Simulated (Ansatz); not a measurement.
# Ti5FeAs, from a guessed structure to a relaxed one

Starting from a made-up structure for Ti5FeAs, the aim is the relaxed cell, its shortest contacts and, where a second run follows, its electronic structure.

Calculated with Ansatz 0.2.0; DFT, PBE, plane-wave PAW, files of the set soft_1, scalar-relativistic, ferromagnetic start, cell and ions relaxed at zero pressure; PAW set soft_1.

In doubt: warnings of the run leave room for a lower electronic state, so energies may not be the lowest and differences between runs may mislead.

### Step 1. Starting point

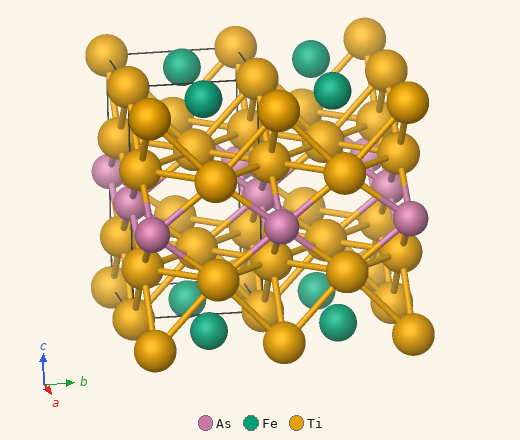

Start, viewed slightly off an axis; arsenic pink, iron teal, titanium orange. 2×2×1 cells are drawn. Some periodic images of atoms are drawn too.

### Step 2. Relaxation of the guess

The guess takes its coordinates from another compound and its volume from a rule, so the cell and any free coordinates are relaxed together.

File input.yaml:

```yaml
crystal:
  lattice:
    - [3.904, 0.0, 0.0]
    - [0.0, 3.904, 0.0]
    - [0.0, 0.0, 7.144]
  atoms:
    - { symbol: As, position: [0.0, 0.0, 0.5] }
    - { symbol: Fe, position: [0.5, 0.5, 0.0], spin: 3.0 }
    - { symbol: Ti, position: [0.0, 0.0, 0.0], spin: 1.0 }
    - { symbol: Ti, position: [0.5, 0.0, 0.7123], spin: 1.0 }
    - { symbol: Ti, position: [0.5, 0.0, 0.2877], spin: 1.0 }
    - { symbol: Ti, position: [0.0, 0.5, 0.7123], spin: 1.0 }
    - { symbol: Ti, position: [0.0, 0.5, 0.2877], spin: 1.0 }
magnetization:
  spin_polarized: true
kpoints:
  mp_grid: { grid: [7, 7, 4] }
scf:
  occupations: { method: fermi_dirac, width: 0.05 }
hamiltonian:
  xc: pbe
  pseudopotentials: { kind: paw, azcp: { folder: soft_1 } }
relax:
  f_tol: 0.015
  max_steps: 70
  cell: {}
output:
  forces: true
  stress: true
```

The run is started by

```sh
> ansatz run input.yaml --threads 4 --pin off --max-ram 10240MiB --backend cpu --events-out ev --progress --plain --runs-dir out
```

Numbers of over 12 decimals in the logs are rounded to 6 here.

Log:

```text
Engine: ansatz 0.2.0, aarch64-unknown-linux-gnu
Pseudopotentials: kind: paw
Pseudopotential: As, paw, valence charge 15, recommended cutoff 420 eV (normal), soft_1/As.paw.azcp
Pseudopotential: Fe, paw, valence charge 16, recommended cutoff 420 eV (normal), soft_1/Fe.paw.azcp
Pseudopotential: Ti, paw, valence charge 12, recommended cutoff 420 eV (normal), soft_1/Ti.paw.azcp
Functional definition: PBE
  parameter kappa = 0.804
  parameter beta = 0.066725
  exchange = pbe_x(kappa = kappa, mu = beta*pi^2/3)
  correlation = pbe_c(beta = beta)
Crystal: 7 atoms, lattice volume = 108.883 Å³
Basis set: ecut = 420 eV, 2135 PW (Γ), exchange–correlation on 54×54×96 points (8 copies of the dense FFT grid, shifted against one another)
Bands: 60, of which v1, the nominal top of the filled ones, is band 46 counted from 1 (45 counted from 0)
Symmetry: 16 space group operations
Space group: P4/mmm (ITA 123), of the structure as read, at distance tolerance 4.8e-5 Å
Magnetic group: BNS 123.339 (UNI 999), of the structure as read, at distance tolerance 4.8e-5 Å
k-points: 30 of 196
Non-local potential: As, projectors of the file, l = 0: 2, l = 1: 2, l = 2: 3, l = 3: 1
Non-local potential: Fe, projectors of the file, l = 0: 3, l = 1: 2, l = 2: 3, l = 3: 1
Non-local potential: Ti, projectors of the file, l = 0: 3, l = 1: 2, l = 2: 3, l = 3: 1
PAW form: soft (Blöchl's): semilocal exchange-correlation on the pseudo side does not see the compensation charge
PAW one-centre angular grid: As, 590 points (default); XC on 64 Gauss nodes
PAW one-centre angular grid: Fe, 590 points (default); XC on 64 Gauss nodes
PAW one-centre angular grid: Ti, 590 points (default); XC on 64 Gauss nodes
Initial density: superposition of atomic densities (chi_scale 0.1, normalization cell, long waves kept (reshape's long-wave potential 0.18 eV rms))
Starting moments: Σ|m| = 8 μB on 6 of 7 sites
Initial wavefunctions: pseudopotential atomic-orbital guess
Functional: x = pbe(κ = 0.804, μ = 0.219515), c = pbe(β = 0.066725)
SCF iter   1: F=—  HF=-21835.544812 eV  |F-HF|=—  |Δ(HF+E_count)|=         —  Δρ=4.58e-2 (↑4.58e-2 ↓3.59e-2)  dr2=2.03e1  dr2_m=7.88e-1  M=5.283 μB ∫|m|=5.339 μB  β_m=0.30  ethr=3.10e-3  ⟨swp⟩=5.1  Hψ=11155  notcnv=0
Mixer restart at iter 1: flushing history
preconditioner: auto → Kerker (q_TF=auto, 2.648 Å⁻¹)  [metal: Δε(μ)=0.008 eV  Ē_g=5.008 eV  σ=0.050 eV  W_gap=0.04  n_scr=38 (ndim 8)  ℏωp=20.4 eV  f_vac=0.000  D(μ)=7.94/eV (n_scr^D=84)]
spin=Collinear: Kerker preconditioning applied to the charge; magnetization (m = ρ↑ − ρ↓) channel mixes plain (no charge-response kernel on spin).
SCF iter   2: F=—  HF=-21835.555052 eV  |F-HF|=—  |Δ(HF+E_count)|=   1.02e-2  Δρ=3.39e-2 (↑3.39e-2 ↓2.86e-2)  dr2=1.35e1  dr2_m=4.97e-1  M=5.009 μB ∫|m|=5.075 μB  β_m=0.65  ethr=3.10e-3  ⟨swp⟩=2.1  Hψ=4790  notcnv=0  defer=250
SCF iter   3: F=—  HF=-21835.401347 eV  |F-HF|=—  |Δ(HF+E_count)|=   1.54e-1  Δρ=1.74e-2 (↑1.46e-2 ↓1.74e-2)  dr2=2.08e0  dr2_m=1.71e-2  M=4.022 μB ∫|m|=4.131 μB  β_m=0.60  ethr=3.10e-3  ⟨swp⟩=3.1  Hψ=5725  notcnv=0  defer=249
SCF iter   4: F=—  HF=-21834.994682 eV  |F-HF|=—  |Δ(HF+E_count)|=   4.07e-1  Δρ=1.84e-2 (↑1.84e-2 ↓1.09e-2)  dr2=7.94e-1  dr2_m=2.44e-2  M=3.568 μB ∫|m|=3.762 μB  β_m=0.56  ethr=2.29e-3  ⟨swp⟩=3.1  Hψ=7648  notcnv=0  defer=185
SCF iter   5: F=—  HF=-21835.247696 eV  |F-HF|=—  |Δ(HF+E_count)|=   2.53e-1  Δρ=8.72e-3 (↑8.72e-3 ↓6.44e-3)  dr2=2.39e-1  dr2_m=6.52e-3  M=3.496 μB ∫|m|=3.701 μB  β_m=0.77  ethr=8.72e-4  ⟨swp⟩=2.5  Hψ=5275  notcnv=0  defer=183
SCF iter   6: F=—  HF=-21835.317396 eV  |F-HF|=—  |Δ(HF+E_count)|=         —  Δρ=4.24e-3 (↑3.72e-3 ↓4.24e-3)  dr2=3.51e-2  dr2_m=8.62e-3  M=3.228 μB ∫|m|=3.577 μB  β_m=0.77  ethr=2.63e-4  ⟨swp⟩=2.8  Hψ=6704  notcnv=0  defer=176
Mixer restart at iter 6: flushing history
SCF iter   7: F=—  HF=-21835.324331 eV  |F-HF|=—  |Δ(HF+E_count)|=   6.93e-3  Δρ=5.40e-3 (↑5.40e-3 ↓2.41e-3)  dr2=4.19e-2  dr2_m=4.34e-3  M=3.191 μB ∫|m|=3.574 μB  β_m=0.63  ethr=3.85e-5  ⟨swp⟩=2.7  Hψ=7601  notcnv=0  defer=170
SCF iter   8: F=—  HF=-21835.316781 eV  |F-HF|=—  |Δ(HF+E_count)|=   7.55e-3  Δρ=1.46e-3 (↑1.18e-3 ↓1.46e-3)  dr2=3.24e-3  dr2_m=1.27e-3  M=3.151 μB ∫|m|=3.559 μB  β_m=0.73  ethr=3.85e-5  ⟨swp⟩=2.1  Hψ=7062  notcnv=0  defer=160
SCF iter   9: F=—  HF=-21835.317350 eV  |F-HF|=—  |Δ(HF+E_count)|=   5.69e-4  Δρ=7.93e-4 (↑7.93e-4 ↓6.62e-4)  dr2=1.75e-3  dr2_m=2.14e-4  M=3.115 μB ∫|m|=3.551 μB  β_m=0.61  ethr=3.56e-6  ⟨swp⟩=2.0  Hψ=6366  notcnv=0  defer=164
SCF iter  10: F=—  HF=-21835.316833 eV  |F-HF|=—  |Δ(HF+E_count)|=   5.17e-4  Δρ=3.58e-4 (↑2.44e-4 ↓3.58e-4)  dr2=6.25e-4  dr2_m=1.58e-5  M=3.090 μB ∫|m|=3.544 μB  β_m=0.80  ethr=1.92e-6  ⟨swp⟩=2.0  Hψ=5694  notcnv=0  defer=165
SCF iter  11: F=—  HF=-21835.316820 eV  |F-HF|=—  |Δ(HF+E_count)|=   1.30e-5  Δρ=1.52e-4 (↑1.52e-4 ↓1.10e-4)  dr2=6.28e-5  dr2_m=1.74e-6  M=3.076 μB ∫|m|=3.538 μB  β_m=0.88  ethr=6.86e-7  ⟨swp⟩=2.0  Hψ=4456  notcnv=0  defer=165
SCF iter  12: F=—  HF=-21835.316839 eV  |F-HF|=—  |Δ(HF+E_count)|=   1.85e-5  Δρ=6.73e-5 (↑4.98e-5 ↓6.73e-5)  dr2=1.32e-5  dr2_m=2.41e-7  M=3.075 μB ∫|m|=3.538 μB  β_m=0.94  ethr=6.90e-8  ⟨swp⟩=2.0  Hψ=4536  notcnv=0  defer=165
[...]
relax step   5: F+E_penalty+E_count = -21836.30319581 eV  Δ(F+E_penalty+E_count) = -2.000e-1 eV  max|allowed force component| = 1.825e-1 eV/Å  Δτ_max = 0.0596 Å  P = -1.477 GPa  Ω = 117.708 Å³  energy of the carried Pulay correction = -3.576e-3 eV  (15 SCF iters, dr2 threshold 7.00e-7 eV, accepted)
relax step   6: F+E_penalty+E_count = -21836.54188055 eV  Δ(F+E_penalty+E_count) = -2.387e-1 eV  max|allowed force component| = 3.402e-2 eV/Å  Δτ_max = 0.0603 Å  P = +1.694 GPa  Ω = 114.424 Å³  energy of the carried Pulay correction = -2.278e-3 eV  (16 SCF iters, dr2 threshold 7.00e-7 eV, accepted)
relax step   7: F+E_penalty+E_count = -21836.61467087 eV  Δ(F+E_penalty+E_count) = -7.279e-2 eV  max|allowed force component| = 2.976e-1 eV/Å  Δτ_max = 0.0316 Å  P = +0.169 GPa  Ω = 115.352 Å³  energy of the carried Pulay correction = -2.649e-3 eV  (16 SCF iters, dr2 threshold 7.00e-7 eV, accepted)
relax step   8: F+E_penalty+E_count = -21836.63474446 eV  Δ(F+E_penalty+E_count) = -2.007e-2 eV  max|allowed force component| = 3.000e-2 eV/Å  Δτ_max = 0.0367 Å  P = -1.391 GPa  Ω = 116.376 Å³  energy of the carried Pulay correction = -3.054e-3 eV  (19 SCF iters, dr2 threshold 7.00e-7 eV, accepted)
relax step   9: F+E_penalty+E_count = -21836.64138125 eV  Δ(F+E_penalty+E_count) = -6.637e-3 eV  max|allowed force component| = 2.164e-2 eV/Å  Δτ_max = 0.0000 Å  P = +0.260 GPa  Ω = 114.836 Å³  energy of the carried Pulay correction = -2.443e-3 eV  (24 SCF iters, accepted)
relax step  10: F+E_penalty+E_count = -21836.64155171 eV  Δ(F+E_penalty+E_count) = -1.705e-4 eV  max|allowed force component| = 1.121e-3 eV/Å  Δτ_max = 0.0023 Å  P = +0.002 GPa  Ω = 115.024 Å³  energy of the carried Pulay correction = -2.518e-3 eV  (21 SCF iters, accepted)
relax step  11: F+E_penalty+E_count = -21836.65653544 eV  Δ(F+E_penalty+E_count) = -1.498e-2 eV  max|allowed force component| = 2.194e-3 eV/Å  Δτ_max = 0.0000 Å  P = +0.263 GPa  Ω = 115.024 Å³  stress off target by 4.03e-1 GPa  SCF on the basis re-selected at this cell (its energy is not comparable with the rows above)  (17 SCF iters)
relax step  12: F+E_penalty+E_count = -21836.65711825 eV  Δ(F+E_penalty+E_count) = -5.828e-4 eV  max|allowed force component| = 1.209e-4 eV/Å  Δτ_max = 0.0007 Å  P = +0.039 GPa  Ω = 115.213 Å³  energy of the carried Pulay correction = -8.045e-5 eV  (18 SCF iters, accepted)
relax step  13: F+E_penalty+E_count = -21836.65712583 eV  Δ(F+E_penalty+E_count) = -7.575e-6 eV  max|allowed force component| = 6.368e-4 eV/Å  Δτ_max = 0.0000 Å  P = -0.002 GPa  Ω = 115.244 Å³  energy of the carried Pulay correction = -9.399e-5 eV  (18 SCF iters, accepted)
relax step  14: F+E_penalty+E_count = -21836.65721849 eV  Δ(F+E_penalty+E_count) = -9.267e-5 eV  max|allowed force component| = 6.584e-4 eV/Å  Δτ_max = 0.0000 Å  P = -0.003 GPa  Ω = 115.244 Å³  stress off target by 3.40e-3 GPa  SCF on the basis re-selected at this cell (its energy is not comparable with the rows above)  (8 SCF iters)
basis re-selected at this cell: Δ(F+E_penalty+E_count) = -9.267e-5 eV, ΔP = -0.002 GPa vs the last step (what re-selecting the basis moved, of the pressure what is left beyond the Pulay correction that the steps carried, after the strain that the cell walked since its last selection, with what the two solves' SCF thresholds leave and, on support functions, any second-order correction that the steps lacked; it is no m [...]
SCF converged after 8 iterations
Magnetization: -0.0001 μB (45.4999 up, 45.5001 down)
Absolute magnetization: 0.0001 μB (∫|ρ↑−ρ↓|, with the PAW one-centre terms)
Spin contamination: 0.0000 ħ² per cell (⟨S²⟩ above its minimum at these occupations)
Per-site moments (μB) at R_I (Å): [(-2.88203214542936e-7, 1.104354), (-6.867087372112333e-6, 1.086122), (-4.23672088279568e-5, 1.086122), (-7.4296629432518484e-6, 1.086122), (-7.429662943234238e-6, 1.086122), (-7.4296629428670905e-6, 1.086122), (-7.429662942906662e-6, 1.086122)]
Free energy (F): -21836.657218 eV
Harris-Foulkes:  -21836.657218 eV  (|F-HF|=2.91e-11)
Internal energy: -21836.581684 eV  (E = F + TS)
E sigma→0 (E₀):  -21836.619451 eV
Entropy (-TS):   -0.075534 eV (-10.791 meV/atom)
Fermi energy:    13.766900 eV
--- Per-component energies (eV) ---
  E_band       = -1236.092029
  E_kinetic    = 1843.923113
  E_local      = -9252.911493  (includes V_loc(G=0)·N_el)
  E_nonlocal   = 198.661118
  E_hartree    = 4115.275435
  E_xc         = -765.261980
  E_vxc        = -947.964752  (∫ρ·V_xc dr)
  E_paw        = -8606.868905  (= ΣΔE_a)
  E_vpaw       = -1308.349672  (= ΣTr[D̂ρ^β])
  E_aug_tail   = -0.001440  (compensation charges beyond the density's cutoff)
  E_ewald      = -9369.397533
  E_smearing   = -0.075534  (= −TS)
  E_closure    = -0.000000  (closes the sum)
  Σ components = -21836.657218   (vs F -21836.657218, Δ=0.00e0)
--- Forces (eV/Å), atoms counted from 1 ---
  atom   1  As    -0.00000000    -0.00000000     0.00000000
  atom   2  Fe    -0.00000000     0.00000000     0.00000000
  atom   3  Ti     0.00000000    -0.00000000     0.00000000
  atom   4  Ti     0.00000000    -0.00000000     0.00065835
  atom   5  Ti    -0.00000000     0.00000000    -0.00065835
  atom   6  Ti    -0.00000000     0.00000000     0.00065835
  atom   7  Ti     0.00000000    -0.00000000    -0.00065835
  max |Σ_I F_I| component: 2.54e-28 eV/Å
--- Stress (GPa, compression-positive) ---
       -0.003400      -0.000000       0.000000
       -0.000000      -0.003400      -0.000000
        0.000000      -0.000000      -0.003315
  P = ⅓ Tr σ = -0.0034 GPa (-0.034 kbar)
--- Relaxed structure (12 steps of the walk, 12 accepted, 2 SCFs on fresh bases) ---
  F+E_penalty+E_count = -21836.65721849 eV   max|allowed force component| = 6.584e-4 eV/Å   (the final SCF, on the basis selected at the relaxed cell)
  cell:  # Å, volume = 115.2435 Å³
    - [4.345378, 0, 0]
    - [0, 4.345378, 0]
    - [0, 0, 6.103255]
  atoms:
    - { symbol: As, position: [0, 0, 0.5] }
    - { symbol: Fe, position: [0.500000, 0.500000, -2.775113543395946e-19] }
    - { symbol: Ti, position: [0, 0, -2.775113543395948e-19] }
    - { symbol: Ti, position: [0.500000, 0, 0.756301] }
    - { symbol: Ti, position: [0.500000, 0, 0.243699] }
    - { symbol: Ti, position: [0, 0.500000, 0.756301] }
    - { symbol: Ti, position: [0, 0.500000, 0.243699] }
```

It took 3.3 min on 4 threads of Arm Neoverse V1, shared host; peak memory 0.76 GiB.

The steps of the relaxation:

| step | energy less that of the first step (eV) | largest force component (eV/Å) | pressure (GPa) | volume (Å³) |
| --- | --- | --- | --- | --- |
| 1 | 0.0000 | 1.3896 | 11.46 | 108.88 |
| 2 | -0.6570 | 0.2188 | 0.45 | 117.50 |
| 3 | -0.6829 | 0.0533 | 0.59 | 117.49 |
| 4 | -0.7863 | 0.1835 | -2.03 | 119.34 |
| 5 | -0.9864 | 0.1825 | -1.48 | 117.71 |
| 6 | -1.2250 | 0.0340 | 1.69 | 114.42 |
| 7 | -1.2978 | 0.2976 | 0.17 | 115.35 |
| 8 | -1.3179 | 0.0300 | -1.39 | 116.38 |
| 9 | -1.3245 | 0.0216 | 0.26 | 114.84 |
| 10 | -1.3247 | 0.0011 | 0.00 | 115.02 |
| 11* | -1.3397 | 0.0022 | 0.26 | 115.02 |
| 12 | -1.3403 | 0.0001 | 0.04 | 115.21 |
| 13 | -1.3403 | 0.0006 | 0.00 | 115.24 |
| 14* | -1.3404 | 0.0007 | 0.00 | 115.24 |

Relaxation steps marked * repeat the geometry before them on a plane-wave basis chosen anew for their cell, so energy and pressure can jump there.

Forces are held to the 16 operations that the run works with; a distortion that breaks them can't arise in this run.

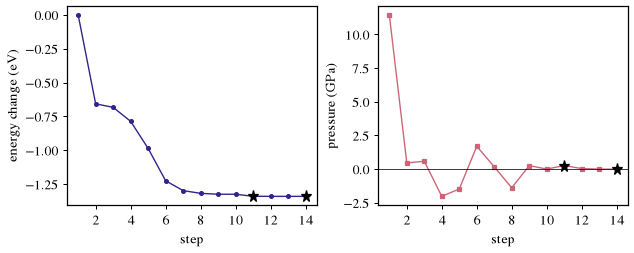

Energy and pressure along the relaxation. Stars mark steps on a basis chosen anew.

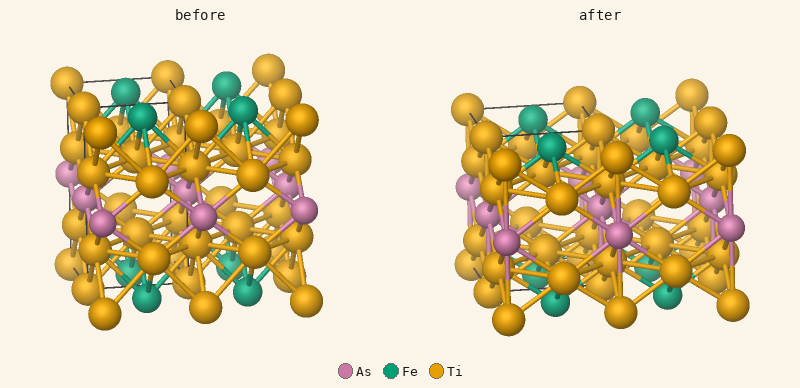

The structure before and after the relaxation, drawn at the same scale.

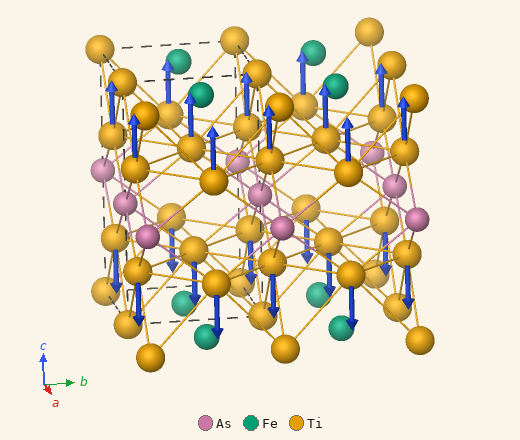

Displacements in the relaxation, exaggerated, measured against the changing cell; the longest in the cell stands for 0.27 Å. 2×2×1 cells are drawn. Some periodic images of atoms are drawn too.

| cell as run | before | after | change |
| --- | --- | --- | --- |
| a (Å) | 3.904 | 4.345 | +11.3 % |
| b (Å) | 3.904 | 4.345 | +11.3 % |
| c (Å) | 7.144 | 6.103 | -14.6 % |
| volume (Å³/atom) | 15.55 | 16.46 | +5.8 % |

The atoms that moved most (Å, as changes of fractional coordinates times the final cell):

| atom | dx | dy | dz | length |
| --- | --- | --- | --- | --- |
| Ti7 | 0.000 | 0.000 | -0.269 | 0.269 |
| Ti5 | 0.000 | 0.000 | -0.269 | 0.269 |
| Ti4 | 0.000 | 0.000 | 0.269 | 0.269 |
| Ti6 | 0.000 | 0.000 | 0.269 | 0.269 |

The relaxed structure:

```xyz
7
Lattice="4.3454 0.0000 0.0000 0.0000 4.3454 0.0000 0.0000 0.0000 6.1033" Properties=species:S:1:pos:R:3 pbc="T T T"
As    0.0000    0.0000    3.0516
Fe    2.1727    2.1727    0.0000
Ti    0.0000    0.0000    0.0000
Ti    2.1727    0.0000    4.6159
Ti    2.1727    0.0000    1.4874
Ti    0.0000    2.1727    4.6159
Ti    0.0000    2.1727    1.4874
```

This step gave:

| Property | Result |
| --- | --- |
| free energy | -21836.6572 eV |
| energy at zero smearing | -21836.6195 eV |
| smearing term TS | 0.07553 eV |
| Fermi energy | 13.77 eV |
| electrons | 91 |
| symmetry operations | 16 |
| pressure | -0.003372 GPa |

The shortest distance of each pair, which need not be the same contact before and after:

| pair | guess (Å) | relaxed (Å) |
| --- | --- | --- |
| Fe–Ti | 2.761 | 2.633 |
| Ti–Ti | 2.761 | 2.633 |
| As–Ti | 2.472 | 2.677 |
| As–Fe | 4.514 | 4.331 |
| As–As | 3.904 | 4.345 |

The relaxation ends with a largest force component of 6.6e-4 eV/Å and a pressure of 0.00 GPa. No moment survives the cycle: this start ends non-magnetic.

### Step 3. Outcome

* space group, relaxed: P4/mmm
* conventional cell: a = 4.345, b = 4.345, c = 6.103 Å; α = 90.0°, β = 90.0°, γ = 90.0°
* volume per atom: 16.46 Å³ (guess 15.55)
* total moment: 0.00 μB in the cell of 7 atoms

What this shows: Ti5FeAs relaxes to P4/mmm with a = 4.345, b = 4.345 and c = 6.103 Å. The guessed volume was 6 % too small. The space group P4/mmm was held in the relaxation, so the end point is a stationary structure within it and may be a saddle against distortions or other arrangements. The moments died out from this one start and weren't seeded again at the relaxed cell. The electronic state may lie above the lowest one. Mesh and cutoff weren't tested. A vector of the cell changed its length by 15 %, more than the volume shows. No dispersion term is used, so weakly bound directions may come out too long. Nothing here tests whether the compound is stable against decomposition.

[Logs are printed without paths, hosts, clocks, repeated set-up lines and the standing remarks that a program may print on its own settings, such as how far it seeks lower states.]

[Hosts, paths, dates, database ids (printed as entryN), source tags and the programs' standing remarks are cut or masked in the printed files.]
